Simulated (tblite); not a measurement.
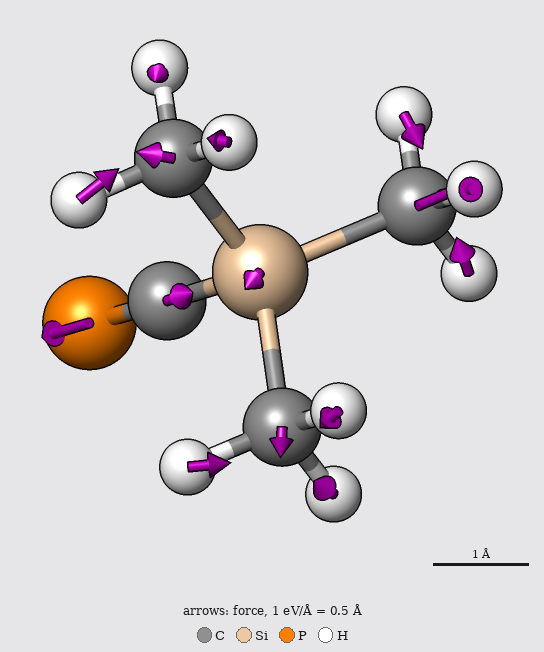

Starting geometry of C$_{4}$H$_{9}$PSi with the computed forces as purple arrows. Style: ball-and-stick. Shown at a tilt.

Level of theory: tblite 0.8.0, GFN2-xTB geometry optimisation, gas phase. 

What follows when this structure is relaxed?

Answer. It isn't relaxed: the largest force vector, on the P atom, is 1.90 eV/Å. The final displacements follow the starting forces only in part (cosine between the two patterns 0.48). The largest moves after the best rigid fit, 0.10 Å, are those of H atoms. By element the largest moves are H 0.10 Å, C 0.06 Å, P 0.04 Å, Si 0.02 Å. Near-neighbour distances that change, for instance: C–Si 1.849 → 1.906 Å, C–Si 1.871 → 1.906 Å, C–Si 1.824 → 1.857 Å, C–H 1.118 → 1.086 Å. Bond angles that change, for instance: Si–C–H 108.7° → 111.2°, H–C–H 109.7° → 107.6°. Over 25 geometry steps the energy falls by 0.245 eV. Cost: 0.16 s on 1 thread of Arm Neoverse V1, on a shared host.
